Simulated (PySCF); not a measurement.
## A study: C2HNSe, SMILES `N#CC=[Se]`

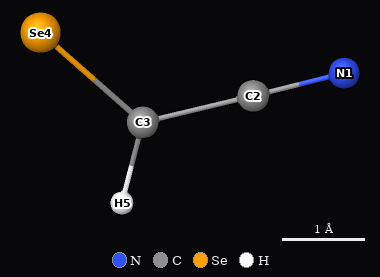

The molecule, with its atoms numbered as below. No frequency check shows the geometry to be a minimum.

Geometry (Å), atoms numbered from 1:

```
N1      -2.7906   -0.4349    0.0000
C2      -1.7763    0.1058    0.0000
C3      -0.5386    0.7474    0.0000
Se4      0.9998   -0.1149    0.0000
H5      -0.5700    1.8335    0.0000
```

### 1. Bonding charge

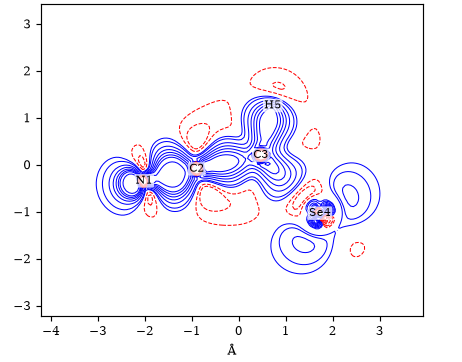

Deformation density (molecule less spherical, spin-averaged free atoms) in the molecular plane; contours at ±0.05 to ±0.8 e/Å³; solid blue lines: gain, dashed red lines: loss.

Computed with PySCF, HF/def2-SVP, geometry: GFN2-xTB.

**How much density has each bond in this plane gained at its critical point, relative to the free atoms?**

N1–C2: +1.01 e/Å³ at the bond critical point (bond length 1.15 Å, Mayer order 3.0). C3–H5: +0.77 e/Å³ at the bond critical point (bond length 1.09 Å, Mayer order 1.0). C2–C3: +0.70 e/Å³ at the bond critical point (bond length 1.39 Å, Mayer order 1.0). C3–Se4: +0.17 e/Å³ at the bond critical point (bond length 1.76 Å, Mayer order 1.9). In all, 1.6 electrons gather in the regions of gain relative to the promolecule.

**Where do the Hirshfeld charges lie?**

The highest Hirshfeld charge is on C2 (+0.09 e), the lowest on N1 (−0.20 e).

### 2. Bond critical points

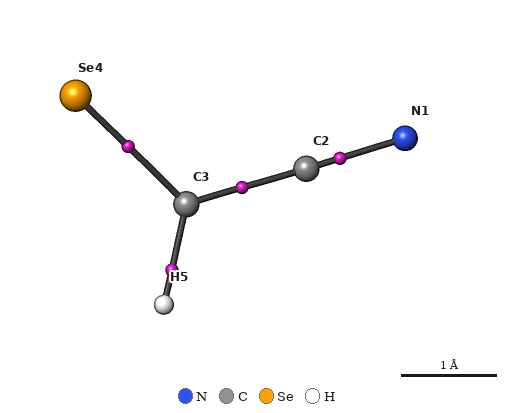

Molecular graph of the electron density (QTAIM): bond paths, bond critical points (magenta), ring points (cyan, if any); weak paths are dashed.

**How many critical points of each kind are there, and does the count close?**

5 nuclei, 4 bond, 0 ring and 0 cage critical points: 5 − 4 + 0 − 0 = 1, as the Poincaré–Hopf relation requires.

**What does the calculation give at each kind of bond critical point?**

| bond | length (Å) | ρ (a.u.) | ∇²ρ (a.u.) | ε | H (a.u.) |
| --- | --- | --- | --- | --- | --- |
| N1–C2 | 1.149 | 0.478 | +0.46 | 0.01 | −0.895 |
| C2–C3 | 1.394 | 0.312 | −0.98 | 0.02 | −0.325 |
| C3–H5 | 1.087 | 0.292 | −1.23 | 0.00 | −0.335 |
| C3–Se4 | 1.764 | 0.193 | −0.01 | 0.15 | −0.163 |

**What kind of interaction is C2–C3?**

Shared-shell (covalent): ρ = 0.312, ∇²ρ = −0.98, H = −0.325 a.u.

### 3. Local ionisation energy

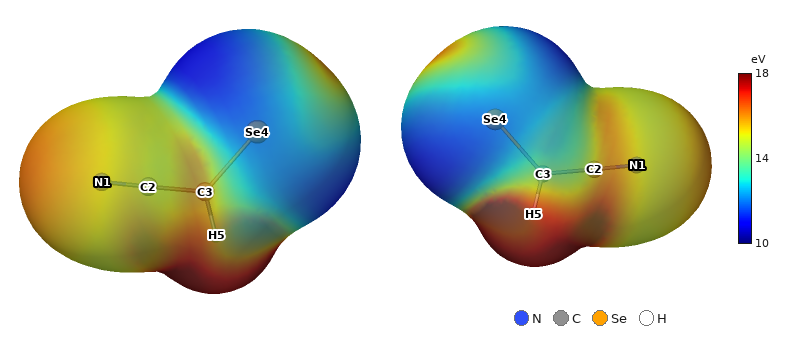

Average local ionisation energy on the surface of electron density 0.001 a.u. (back view left, front view right).

**Where are the most loosely bound electrons on this surface?**

The lowest value is 10.9 eV, 2.4 Å from Se4. Further minima include 10.9 eV, 2.4 Å from Se4; 14.7 eV, off the molecular plane, over N1 (1.9 Å), and at like points elsewhere. For comparison, the highest occupied orbital lies at −10.0 eV.

### 4. Excited states

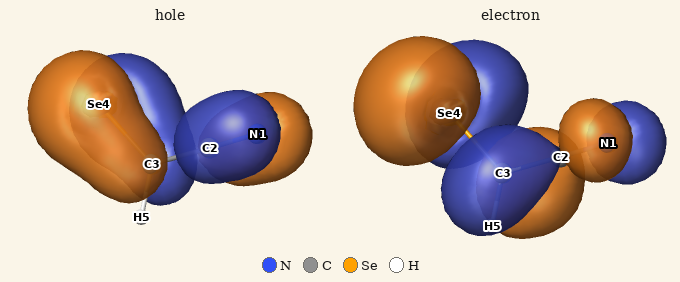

Leading natural transition orbital pair of S₃ (TDA singlet states); the surfaces enclose about 85 % of each orbital's density.

Computed with PySCF, M06-2X/def2-SVPD, geometry: GFN2-xTB. This is a single-reference result, which may miss multireference character in this system.

**Give its energy, strength and character.**

5.11 eV (243 nm), f = 0.368 (bright), π → π*; the leading pair carries 86 %; hole on Se4 (43 %), N1 (26 %) and C3 (16 %), electron on Se4 (46 %), C3 (27 %) and N1 (14 %); their centroids lie 0.4 Å apart. In canonical orbitals it is mainly HOMO−1 → LUMO (84 %). The HOMO–LUMO gap is 5.08 eV.

### 5. Localised orbitals

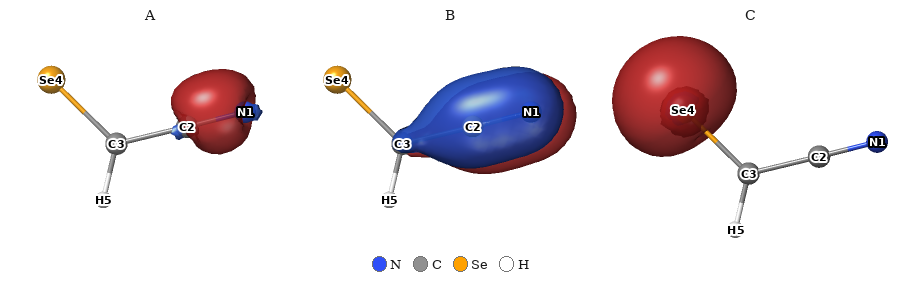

Pipek–Mezey orbitals, occupied; each surface holds about 80 % of the orbital's density. Energies are diagonal elements of the Fock matrix.

Method: r2SCAN/aug-cc-pVDZ; geometry: GFN2-xTB; program: PySCF.

**What does each orbital represent in a Lewis picture?**

By panel:
- A: σ bond N1–C2 (N1 54 %, C2 45 %; −22.2 eV)
- B: π bond N1–C2 (N1 48 %, C2 47 %, C3 3 %; −9.9 eV)
- C: lone pair on Se4 (s-type) (Se4 100 %; −15.2 eV)

**Which has the smallest and which the largest spatial spread?**

Smallest: A (0.65 Å); largest: B (1.18 Å).

### 6. The π system

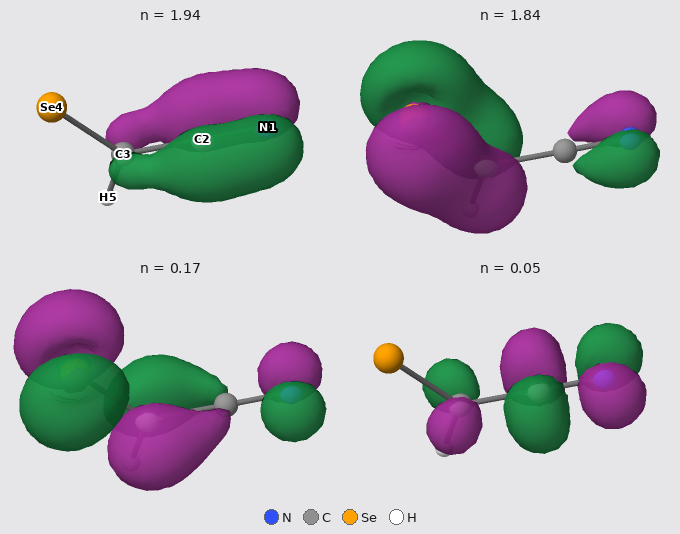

Natural orbitals of the π active space, CASSCF(4,4), singlet state, in order of falling occupation. The active space holds only one of the two perpendicular π systems.

Method: def2-SVP basis; geometry: GFN2-xTB; program: PySCF.

**How multiconfigurational is the state?**

The leading determinant weighs 0.89; the effective number of unpaired electrons, Σ n²(2−n)², is 0.21; the most occupied of the weakly occupied orbitals holds 0.17 e, some diradical character. The active space lowers the energy by 1.67 eV against Hartree–Fock.

**Where does the lowest triplet lie relative to the singlet, at this geometry and within this active space?**

2.44 eV above it by strongly contracted NEVPT2 (+2.14 eV by CASSCF); a small basis tends to put such gaps a few tenths of an eV too high. This is a vertical energy for π states alone; a state that uses lone pairs or σ orbitals may lie lower.
